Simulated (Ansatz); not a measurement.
The structure below was relaxed with r2SCAN (Ansatz, an electronic-structure program, PAW, no SOC).

```
CELL_PARAMETERS angstrom
      5.67821    -1.55791     0.00000
      5.67821     1.55791     0.00000
     -1.75427     0.00000     6.30104
ATOMIC_POSITIONS crystal
  Ta 0.00043 0.00043 0.46151
  Ta 0.99860 0.99860 0.03077
  Ta 0.26407 0.26407 0.92014
  Ta 0.24275 0.24275 0.34693
  As 0.58323 0.58323 0.78781
  N  0.57869 0.57869 0.28339
  As 0.83346 0.83346 0.66098
  N  0.83476 0.83476 0.17647
```

Question: Find the space group and the Wyckoff positions.

Answer: Space group Cm (No. 8); a = 11.356 Å, b = 3.116 Å, c = 6.541 Å, α = γ = 90.00°, β = 105.56°

| atom | site | symmetry | x | y | z |
|---|---|---|---|---|---|
| Ta | 2a | m | 0.4996 | 0.5000 | 0.5385 |
| Ta | 2a | m | 0.0014 | 0.0000 | 0.9692 |
| Ta | 2a | m | 0.2359 | 0.5000 | 0.0799 |
| Ta | 2a | m | 0.2572 | 0.5000 | 0.6531 |
| As | 2a | m | 0.4168 | 0.0000 | 0.2122 |
| N | 2a | m | 0.4213 | 0.0000 | 0.7166 |
| As | 2a | m | 0.1665 | 0.0000 | 0.3390 |
| N | 2a | m | 0.1652 | 0.0000 | 0.8235 |

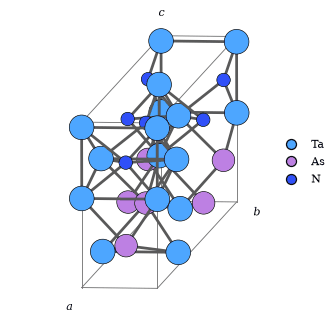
Figure: The conventional cell

Each cell is one ordered arrangement of few atoms, which overstates ordering effects compared with a random alloy. Whether these cells are dynamically stable was not tested. The final runs are not spin-polarised. The cell was made from TaAs by this change: x(N) = 0.5, 8 atoms, Cm.
